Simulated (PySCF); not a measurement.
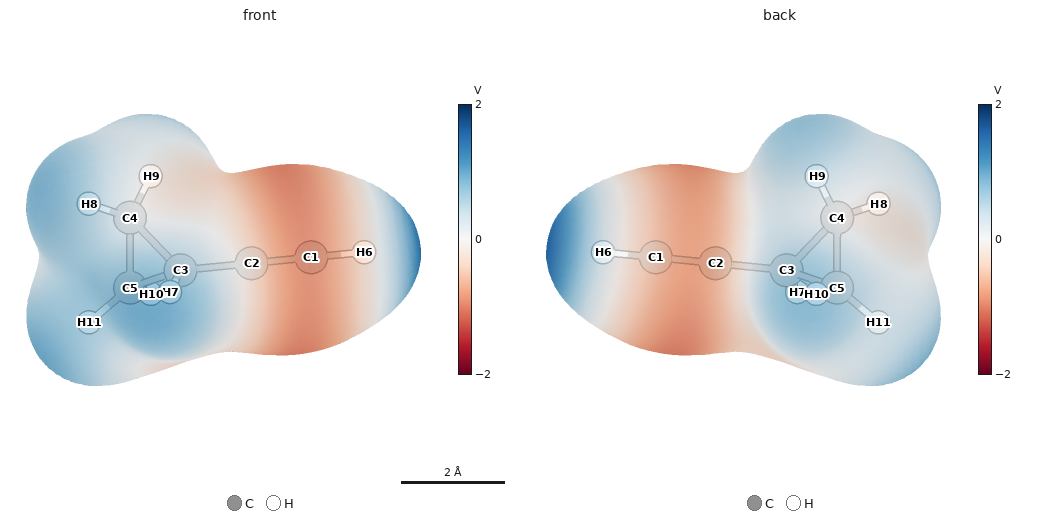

Figure 1: C$_{5}$H$_{6}$ (SMILES C#CC1CC1). The electrostatic potential painted on the density surface at 0.002 e/bohr³, seen from the front and from behind; red is negative and blue positive.

Geometry: PBE0-D3(BJ)/def2-TZVP.

All numbers below come from PySCF 2.14.0, PBE0/aug-cc-pVTZ, SCF density, gas phase.

The calculation's input:

```
{"job": {"kind": "uv", "xc": "PBE0", "basis": "aug-cc-pVTZ", "ip": false, "dynamic": true}, "charge": 0, "multiplicity": 1}
C      2.420016    -0.524669    -0.364613
C      1.306855    -0.384941     0.065938
C     -0.019878    -0.218103     0.573601
C     -0.831406     0.986930     0.165455
C     -1.199642    -0.358591    -0.356521
H      3.405614    -0.651382    -0.744861
H     -0.165314    -0.571672     1.588410
H     -1.458123     1.437925     0.923932
H     -0.358652     1.683854    -0.513731
H     -0.978980    -0.580485    -1.392095
H     -2.082196    -0.844408     0.039322
```

Launched as:

```sh
OMP_NUM_THREADS=1 python probes_run.py task.json out
```

Describe the electrostatic potential map.

Answer. The most negative region (about −1.0 V, or −23 kcal/mol for a unit charge) lies over C1 and C2, the most positive (about +1.5 V, or +35 kcal/mol for a unit charge) over H6.

How polar is the molecule by this calculation?

Answer. Its dipole moment is 1.01 D.
